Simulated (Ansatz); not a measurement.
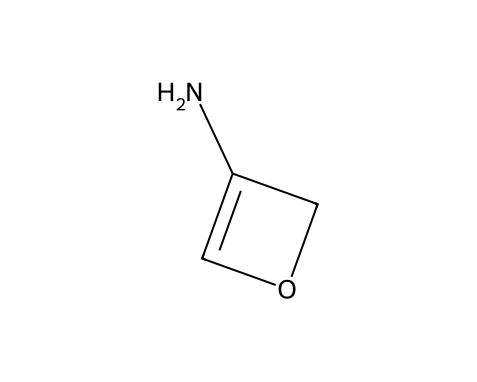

Skeletal drawing of a molecule.

> Give its SMILES.

NC1=COC1

> Give the formula, hydrogens included.

C3H5NO.

> An optimisation with PBE0-D4/def2-TZVP gave a structure of which point group?

C1.

More results for the same structure follow; atom numbers are the same in all pictures, views and colours differ. The computed structure is the end point of a PBE0-D4/def2-TZVP optimisation.

Vibrations

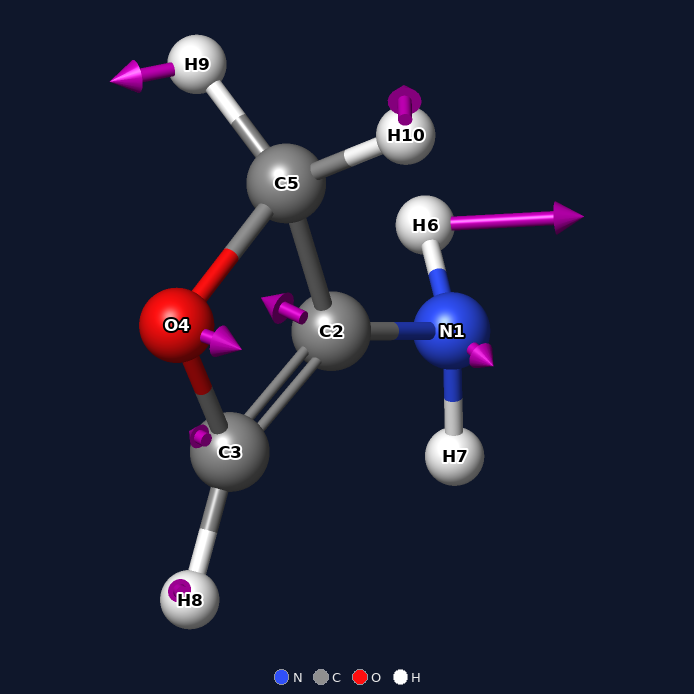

The arrows show one normal mode. Harmonic vibrations computed with RKS PBE0-D4/def2-TZVP (Ansatz 0.2.0) at a stationary point of the same level.

> Describe the motion.

A torsion or out-of-plane motion in which bond lengths and bond angles hardly change.

> At what wavenumber does it lie?

325 cm⁻¹; it is mode 2 of 24 counted from the lowest.

Thermal motion

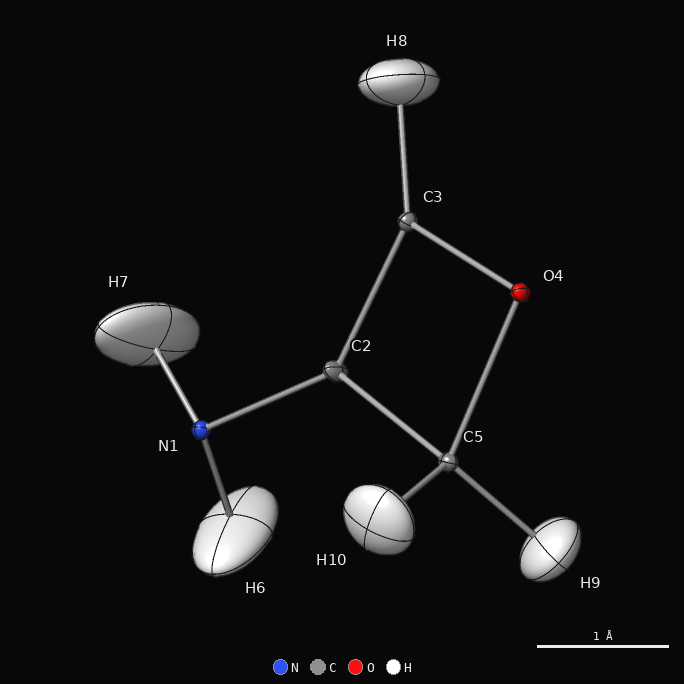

Displacement ellipsoids at the 50 % level, enlarged 1.5 times, from the internal vibrations of the free molecule (harmonic, no overall translation or rotation; no half-axis is drawn under 0.075 Å). Vibrations computed with RKS PBE0-D4/def2-TZVP (Ansatz 0.2.0). Temperature: 100 K.

List U_eq and the three principal root-mean-square amplitudes for each kind of atom.

```
atom  U_eq (Å²)   rms amplitudes (Å)
  N1    0.00094  0.028, 0.030, 0.034
  C2     0.0016  0.028, 0.037, 0.051
  C3     0.0012  0.031, 0.034, 0.037
  O4    0.00090  0.025, 0.030, 0.035
  C5     0.0011  0.028, 0.032, 0.038
  H6     0.0248  0.071, 0.131, 0.228
  H7     0.0247  0.072, 0.130, 0.228
  H8     0.0143  0.077, 0.123, 0.148
  H9     0.0130  0.076, 0.123, 0.134
 H10     0.0130  0.076, 0.124, 0.134
```

Dipole moment

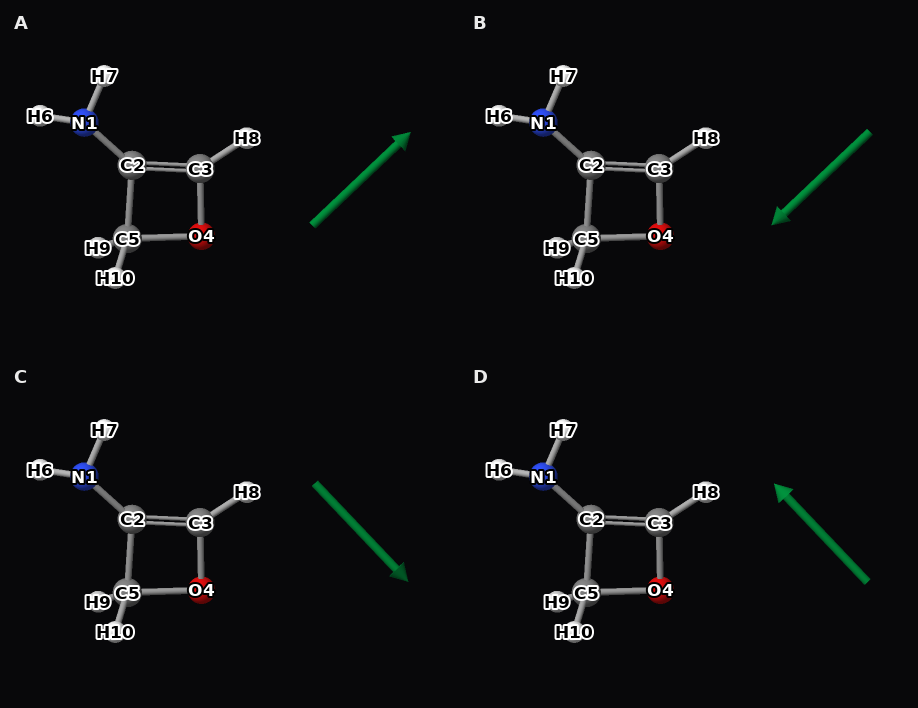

The same molecule four times, each with an arrow. Properties computed with RKS PBE0-D4/def2-TZVP (Ansatz 0.2.0).

> Which arrow points along the dipole moment, from the negative to the positive end?

D. The dipole moment is 2.57 D; it points from the side of O4 to the side of H6 (the outermost atoms at the two ends).
